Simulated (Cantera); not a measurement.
A closed system holds: 1 mol Si3N4, 0.44 mol Si, 0.13 mol H2, equilibrated at 1.30 bar.

Equilibrium computed with Cantera from the NASA thermochemical tables; the gas is ideal and each condensed phase is pure. Candidate condensed phases: Si, Si3N4; 18 gas species. Mutual solubility and eutectic melting of coexisting phases are not modelled. Gases not in the tables: Si2H6 and higher silanes. The numbers say what is thermodynamically allowed, not how fast it happens.

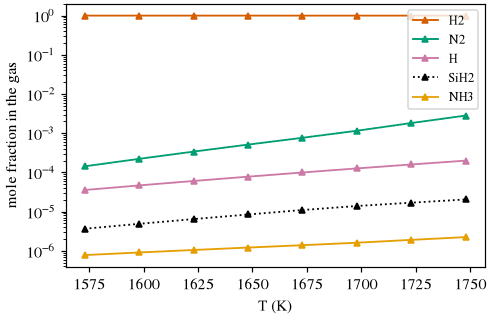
Fig. 1. Equilibrium gas composition (values under 1e-9 drawn at 1e-9)

From 1573 K to 1673 K the condensed part is Si(s) + Si3N4(s). From 1698 K to 1748 K the condensed part is Si(l) + Si3N4(s). The main Si-bearing gas is SiH2 throughout.
